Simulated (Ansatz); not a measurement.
## BaNi2P2 (I4/mmm): phonon-mediated transition temperature

Aim: the phonon-mediated transition temperature of BaNi2P2 (I4/mmm) at ambient pressure, over a range of μ*. The cell shown first is a relaxed one, from steps not shown here.

Calculated with Ansatz 0.2.0; DFT PBEsol, scalar-relativistic, plane waves, PAW.

The experiments to compare with:

For BaNi2P2 (literature value), “Structural, Thermal, Magnetic and Electronic Transport Properties of the LaNi2(Ge1-xPx)2 System” (2011, arxiv:1112.1864) quotes earlier work: superconducting transition temperature (Tc) 3 K.

Most raw output is cut from this account.

## Step 1: The cell after earlier relaxation steps

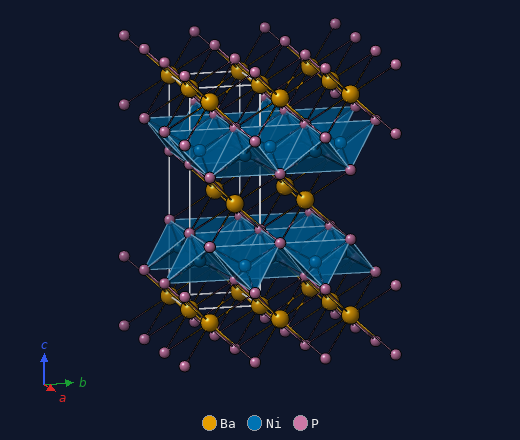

The starting structure, seen slightly off an axis (barium orange, nickel blue, phosphorus pink). 2×2×1 cells are drawn. This picture shows the conventional cell, with its axes. Some periodic images of atoms are drawn too.

## Step 2: Coupling and resistivity: q 3×3×3, k 9×9×9, scattering 16×16×16

The run that gives the couplings also evaluates McMillan's and Allen and Dynes's formulas and, where asked, the Eliashberg equations, over a range of μ*.

File input.yaml:

```yaml
crystal:
  lattice:
    - [-1.9287590259, 1.9287590259, 5.9306970377]
    - [1.9287590259, -1.9287590259, 5.9306970377]
    - [1.9287590259, 1.9287590259, -5.9306970377]
  atoms:
    - { symbol: Ba, position: [0.0, 0.0, 0.0] }
    - { symbol: Ni, position: [0.75, 0.25, 0.5] }
    - { symbol: Ni, position: [0.25, 0.75, 0.5] }
    - { symbol: P, position: [0.6568529505, 0.6568529505, 0.0] }
    - { symbol: P, position: [0.3431470495, 0.3431470495, 0.0] }
kpoints:
  mp_grid: { grid: [9, 9, 9] }
hamiltonian:
  xc: pbesol
scf:
  occupations: { method: methfessel_paxton, width: 0.2 }
output:
  eigenvalues: true
phonons:
  method: dfpt
  qmesh: [3, 3, 3]
  temperatures: { t_max: 1000, t_step: 50 }
  qpath:
    path:
      - [0.0, 0.0, 0.0]
      - [0.0, 0.0, 0.5]
      - [0.25, 0.25, 0.25]
      - [0.0, 0.5, 0.0]
      - [0.0, 0.0, 0.0]
      - [0.5, 0.5, -0.5]
    npoints: 6
  electrical_resistivity:
    mesh: [16, 16, 16]
    temperatures: [20.0, 50.0, 80.0, 100.0, 150.0, 200.0, 273.0, 300.0, 400.0, 500.0, 600.0, 800.0]
  superconductivity: { mesh: [16, 16, 16] }
```

Command:

```
> ansatz run input.yaml --threads 16 --pin off --max-ram 61440MiB --backend cuda --events-out ev --progress --plain --runs-dir out
```

The job ended after 1.9 min (1 × NVIDIA GB200 with 16 threads of Arm Neoverse V2, shared host; peak memory 8.3 GiB; 16 min of CPU time).

This run has no spin polarisation, although Ni can carry a moment.

This step gave:

| Item | Value |
| --- | --- |
| volume per atom | 17.65 Å³ |
| metallic on mesh | yes |
| gap on the k-mesh | 0 eV |
| zero-point energy | 0.1821 eV/cell |
| share of imaginary modes in the plain interpolation between solved wavevectors | 0 |
| highest frequency, solved or plainly interpolated | 343.4 cm⁻¹ |
| mean sound speed | 3.003 km/s |
| Debye temperature elastic | 343 K |
| Debye temperature (second moment) | 415 K |
| resistivity at 300 K | 33.23 μΩ cm, mean of the axes |
| coupling constant λ | 0.6053 |
| density of states at the Fermi level | 1.745 states/eV a spin and cell |
| log mean phonon energy ħω_log | 15.74 meV |
| transport coupling constant λ_tr | 0.6865, 0.6865, 0.639 (xx, yy, zz) |
| Drude plasma energy | 5.511, 5.511, 3.844 eV (xx, yy, zz) |
| resistivity times mean free path | 8.111, 8.111, 18.53 × 10⁻¹⁶ Ω m² (xx, yy, zz) |

Transition temperatures:

```
  μ*  McMillan Tc (K)  Allen–Dynes Tc (K)  isotropic Fermi-surface Tc (K)  isotropic full bandwidth Tc (K)  anisotropic Fermi-surface Tc (K)  anisotropic full bandwidth Tc (K)  anisotropic narrow window Tc (K)
0.08             5.23                5.42                            4.91                             4.92                              5.12                               5.12                              5.13
 0.1             4.29                4.43                            3.92                             3.92                              4.13                               4.13                              4.13
0.12             3.43                3.53                            3.06                             3.06                              3.26                               3.26                              3.26
0.13             3.04                3.12                            2.67                             2.68                              2.87                               2.87                              2.87
0.14             2.67                2.74                            2.32                             2.32                              2.51                               2.52                              2.52
0.16                2                2.05                            1.71                             1.71                              1.89                               1.89                              1.89
 0.2             0.97               0.991                           0.824                            0.828                             0.971                              0.974                             0.972
```

## Step 3: Resistivity: q 4×4×4, k 12×12×12, scattering 20×20×20

The next rung changes the q mesh, which sets the reach of the force constants and couplings; the k mesh of the density and its response; the scattering mesh, which samples the Fermi surface.

Edit input.yaml of step 2 so:

```diff
@@ -12,3 +12,3 @@
 kpoints:
-  mp_grid: { grid: [9, 9, 9] }
+  mp_grid: { grid: [12, 12, 12] }
 hamiltonian:
@@ -21,3 +21,3 @@
   method: dfpt
-  qmesh: [3, 3, 3]
+  qmesh: [4, 4, 4]
   temperatures: { t_max: 1000, t_step: 50 }
@@ -33,4 +33,4 @@
   electrical_resistivity:
-    mesh: [16, 16, 16]
+    mesh: [20, 20, 20]
     temperatures: [20.0, 50.0, 80.0, 100.0, 150.0, 200.0, 273.0, 300.0, 400.0, 500.0, 600.0, 800.0]
-  superconductivity: { mesh: [16, 16, 16] }
+  superconductivity: { mesh: [20, 20, 20] }
```

It took 5.4 min on 1 × NVIDIA GB200 with 16 threads; peak memory 18 GiB.

Numbers from this step:

```yaml
zero_point_energy: 0.1822 eV/cell
highest_frequency_solved_or_plainly_interpolated: 342.1 cm⁻¹
mean_sound_speed: 3.053 km/s
debye_temperature_elastic: 349 K
resistivity_at_300_k: 33.44 μΩ cm, mean of the axes
coupling_constant_lambda: 0.6205
density_of_states_at_the_fermi_level: 1.776 states/eV a spin and cell
log_mean_phonon_energy_omega_log: 15.69 meV
transport_coupling_constant_lambda_tr: 0.7066, 0.7066, 0.6496 (xx, yy, zz)
drude_plasma_energy: 5.573, 5.573, 3.82 eV (xx, yy, zz)
resistivity_times_mean_free_path: 7.95, 7.95, 18.55 × 10⁻¹⁶ Ω m² (xx, yy, zz)
second_moment_phonon_energy_omega: 21.27 meV
```

Transition temperatures:

```
  μ*  McMillan Tc (K)  Allen–Dynes Tc (K)  isotropic Fermi-surface Tc (K)  isotropic full bandwidth Tc (K)  anisotropic Fermi-surface Tc (K)  anisotropic full bandwidth Tc (K)  anisotropic narrow window Tc (K)
0.08             5.56                5.77                            5.25                             5.25                              5.48                               5.47                              5.47
 0.1              4.6                4.76                            4.22                             4.22                              4.45                               4.45                              4.45
0.12             3.72                3.83                            3.32                             3.33                              3.55                               3.55                              3.55
0.13             3.31                3.41                            2.92                             2.92                              3.15                               3.14                              3.14
0.14             2.92                   3                            2.55                             2.55                              2.77                               2.77                              2.77
0.16             2.22                2.28                            1.91                              1.9                              2.11                               2.11                              2.11
 0.2             1.12                1.15                           0.954                             0.95                              1.12                               1.12                              1.12
```

The Eliashberg function α²F has structure finer than the step of the table below, so its rows give means over 2.5 meV, whole bins alone (the curve runs from 0.166 to 42.3 meV). Peaks (meV: height): α²F 9.78: 0.379, 14.08: 0.475, 14.75: 0.479, 22.70: 0.234, 37.28: 0.568, 40.27: 0.551, 41.59: 0.676; α²F tr 9.78: 0.447, 14.08: 0.506, 15.08: 0.542, 15.74: 0.518, 37.28: 0.683, 40.27: 0.544, 41.59: 0.659.

Table of Eliashberg function α²F by phonon energy; means over each step:

```
phonon energy (meV)      α²F   α²F tr
                2.5  0.00148   8.6e-4
                5.0  0.00800  0.00664
                7.5   0.0573   0.0579
               10.0    0.245    0.301
               12.5    0.275    0.309
               15.0    0.427    0.463
               17.5    0.156    0.167
               20.0   0.0518   0.0658
               22.5   0.0902   0.0976
               25.0   5.3e-4   6.1e-4
               27.5        0        0
               30.0        0        0
               32.5        0        0
               35.0   0.0748    0.109
               37.5    0.319    0.377
               40.0    0.301    0.287
```

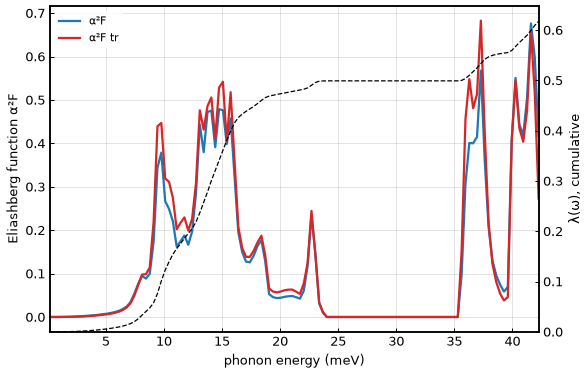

Eliashberg function α²F against phonon energy. The dashed line is the running λ.

The Eliashberg function α²F has structure finer than the step of the table below, so its rows give means over 2.5 meV, whole bins alone (the curve runs from 0.166 to 42.3 meV). Peaks (meV: height): α²F 14.75: 0.479, 37.28: 0.568, 40.27: 0.551, 41.59: 0.676; Ba 9.78: 0.272, 14.75: 0.0805; Ni 13.09: 0.292, 14.08: 0.312, 15.08: 0.293, 22.70: 0.227; P 15.08: 0.117, 37.28: 0.411, 40.27: 0.470, 41.59: 0.546.

Table of Eliashberg function α²F by phonon energy; means over each step:

```
phonon energy (meV)      α²F       Ba       Ni        P
                2.5  0.00148   6.7e-4   5.1e-4   2.7e-4
                5.0  0.00800  0.00416  0.00250  0.00134
                7.5   0.0573   0.0404   0.0112  0.00578
               10.0    0.245    0.152   0.0648   0.0279
               12.5    0.275   0.0449    0.169   0.0608
               15.0    0.427   0.0560    0.266    0.105
               17.5    0.156  0.00904    0.102   0.0448
               20.0   0.0518   6.0e-4   0.0424  0.00884
               22.5   0.0902   3.5e-4   0.0860  0.00380
               25.0   5.3e-4        0   5.3e-4        0
               27.5        0        0        0        0
               30.0        0        0        0        0
               32.5        0        0        0        0
               35.0   0.0748        0   0.0275   0.0472
               37.5    0.319   3.9e-4   0.0824    0.236
               40.0    0.301   4.3e-4   0.0492    0.252
```

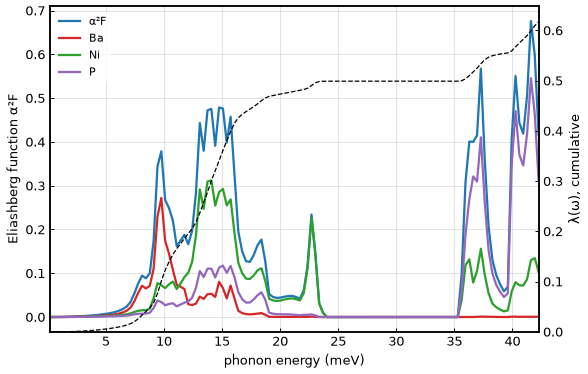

Eliashberg function α²F against phonon energy. The dashed line is the running λ.

Anisotropic full-bandwidth solution, weighted at the Fermi level. Gaps:

```
 mu*  T (K)  mean gap (meV)  5 % (meV)  95 % (meV)  mean Z
 0.1   1.11           0.672      0.526       0.798    1.61
 0.1   2.23           0.642      0.502       0.762    1.61
 0.1   3.34            0.52      0.405       0.616    1.61
 0.1   4.01           0.352      0.274       0.418    1.62
0.13  0.786           0.468      0.352       0.564    1.61
0.13   1.57           0.446      0.336       0.537    1.62
0.13   2.36            0.36       0.27       0.435    1.62
0.13   2.83           0.244      0.183       0.295    1.62
0.16  0.527           0.309      0.222        0.38    1.62
0.16   1.05           0.294      0.211       0.363    1.62
0.16   1.58           0.237       0.17       0.293    1.62
0.16    1.9            0.16      0.114       0.199    1.62
```

Table of dTc/da2F by phonon energy:

```
phonon energy (meV)  dTc/da2F (K/meV)
                2.5              5.24
                5.0              4.44
                7.5              3.68
               10.0              3.11
               12.5              2.68
               15.0              2.35
               17.5              2.08
               20.0              1.86
               22.5              1.68
               25.0              1.53
               27.5              1.40
               30.0              1.29
               32.5              1.19
               35.0              1.10
               37.5              1.02
               40.0             0.960
```

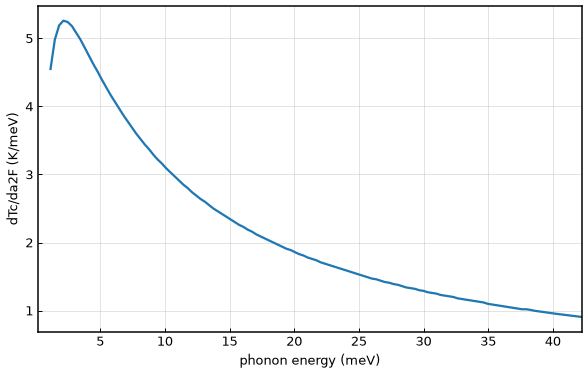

dTc/da2F against phonon energy.

The share of the Fermi-level states by lambda of a state:

```
lambda of a state  share of the Fermi-level states
            0.470                           0.0243
            0.487                           0.0387
            0.505                           0.0458
            0.522                            0.062
            0.540                           0.0669
            0.557                           0.0585
            0.575                            0.032
            0.592                           0.0598
            0.610                           0.0805
            0.627                           0.0682
            0.644                            0.118
            0.662                           0.0728
            0.679                           0.0571
            0.697                           0.0634
            0.714                           0.0462
            0.732                           0.0331
            0.749                           0.0275
            0.767                           0.0198
            0.784                           0.0023
            0.802                           0.0081
            0.819                            0.006
            0.837                           0.0046
            0.854                           0.0018
            0.872                           0.0022
```

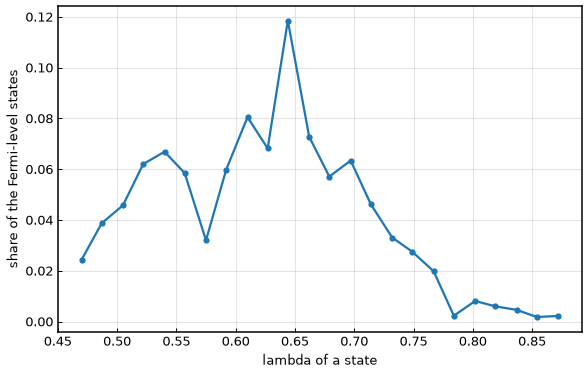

Share of the Fermi-level states, plotted against lambda of a state.

## Step 4: Summary of results

```json
{"meshes": "q 4×4×4, k 12×12×12, scattering 20×20×20", "coupling constant λ": "0.621", "log mean phonon energy ħω_log": "15.7 meV", "Allen–Dynes Tc at μ* = 0.1": "4.76 K", "Allen–Dynes Tc at μ* = 0.13": "3.41 K", "anisotropic Eliashberg Tc at μ* = 0.1": "4.45 K", "anisotropic Eliashberg Tc at μ* = 0.13": "3.14 K"}
```

**Reading.** In the last run (PBEsol, q 4×4×4, k 12×12×12, scattering 20×20×20), with λ = 0.62 and ħω_log = 15.7 meV, Tc at μ* = 0.13 is 3.3 K by McMillan's formula, 3.4 K by Allen and Dynes's and 3.1 K by the anisotropic Eliashberg equations. Allen and Dynes's formula meets the measured 3 K at μ* near 0.14. Raising μ* from 0.10 to 0.16 lowers the Allen–Dynes value from 4.8 to 2.3 K. The mean gap at a quarter of Tc gives 2Δ/k_B Tc = 3.46, against 3.53 in weak-coupling theory. The gap spreads from 0.35 to 0.56 meV over nine tenths of the Fermi surface. By the run's own test λ is not converged in the fine mesh: it moves by 3 % between the two finest. The run's transport test calls it not converged in the mesh; ρ(300 K) moves by 4 % in the component that moves most. λ of these runs moves by 3 to 4 % between their two finest meshes, and Tc by more, so small gaps between the runs or to the measured value rank nothing. The runs are not spin-polarised; where the real material orders magnetically, these values do not describe it. Over the runs, λ takes the values 0.605 and 0.621, in the order shown. μ* is a typed number, phonons are harmonic, and spin fluctuations are left out; at μ* = 0.13 McMillan's formula turns 1 % in λ into about 3.5 % in Tc.

Comparison with the measured values:

| quantity | measured | Allen–Dynes, PBEsol, q 3×3×3, fine 16×16×16 | Eliashberg, PBEsol, q 3×3×3, fine 16×16×16 | Allen–Dynes, PBEsol, q 4×4×4, fine 20×20×20 | Eliashberg, PBEsol, q 4×4×4, fine 20×20×20 |
| --- | --- | --- | --- | --- | --- |
| superconducting transition temperature (μ* = 0.13) (kelvin) | 3 | 3.12 (+4.0 %) | 2.87 (-4.3 %) | 3.41 (+13.7 %) | 3.14 (+4.7 %) |

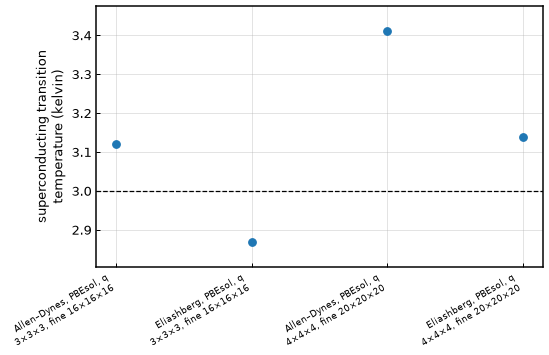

The superconducting transition temperature by level; the dashed line is the measured value.

Measured values from arxiv:1112.1864 (2011).

How well it matches: For the superconducting transition temperature, of the levels listed nearest comes Allen–Dynes, PBEsol, q 3×3×3, fine 16×16×16 (+4.0 %) and farthest Allen–Dynes, PBEsol, q 4×4×4, fine 20×20×20 (+13.7 %). The magnetic state of these runs (no moments) need not be that of the sample, so the match is not graded. Limits of convergence are named above.

[Logs are printed without paths, hosts, clocks, repeated set-up lines and the standing remarks that a program may print on its own settings, such as how far it seeks lower states.]

[Hosts, paths, dates, database ids (printed as entryN), source tags and the programs' standing remarks are cut or masked in the printed files.]
